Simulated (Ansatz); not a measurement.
```xyz
16
Lattice="4.8193 0.0000 0.0000 0.0000 4.8193 0.0000 0.0000 0.0000 9.4375" Properties=species:S:1:pos:R:3 pbc="T T T"
N     2.4096    0.0000    2.3594
N     0.0000    2.4096    7.0781
Ga    1.3560    3.4633    1.2945
Ga    3.7656    1.0536    6.0133
N     0.0000    0.0000    4.7188
N     2.4096    2.4096    0.0000
Ga    1.3560    1.3560    8.1430
Ga    3.7656    3.7656    3.4242
N     0.0000    2.4096    2.3594
N     2.4096    0.0000    7.0781
Ga    3.4633    1.3560    1.2945
Ga    1.0536    3.7656    6.0133
As    0.0000    0.0000    0.0000
As    2.4096    2.4096    4.7188
Ga    1.0536    1.0536    3.4242
Ga    3.4633    3.4633    8.1430
```

Space group I-42m; started from the ordered alloy on zincblende lattice prototype, which need not be the ambient phase.

Computed with DFT, HSE06, plane waves, PAW in Ansatz.

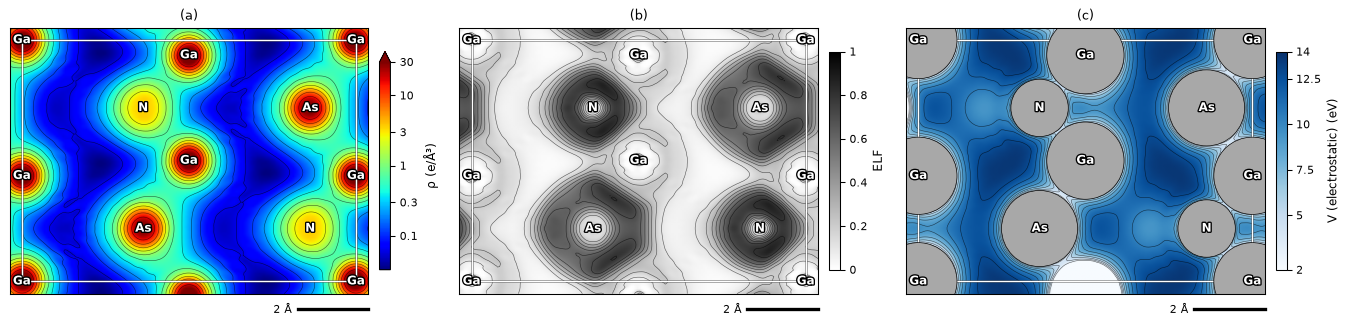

Ga4AsN3. (a) valence electron density; (b) ELF; (c) electrostatic potential (local pseudopotential plus Hartree) felt by an electron on the (110) plane of the conventional cell. Grey discs cover the atomic cores in the potential map.

In a PAW calculation such maps are meaningful between the atoms, not at the nuclei.

### Interpret the plot.

The section cuts through Ga, N and As sites.
Ga–N (1.97 Å): the density is about 0.71 e/Å³ at the midpoint; the ELF peaks at about 0.85 in the valence shell of N, 0.7 Å from its nucleus, and is about 0.45 at the midpoint.
Ga–As (2.31 Å): ρ is about 0.62 e/Å³ halfway; the ELF peaks at about 0.80 between the atoms; localised, covalent bonding.
Between the atoms the lowest density in this plane is 0.03 e/Å³.
Outside the cores the potential energy rises away from the atoms and is highest about 1.8 Å from the nearest atoms; its zero is arbitrary.
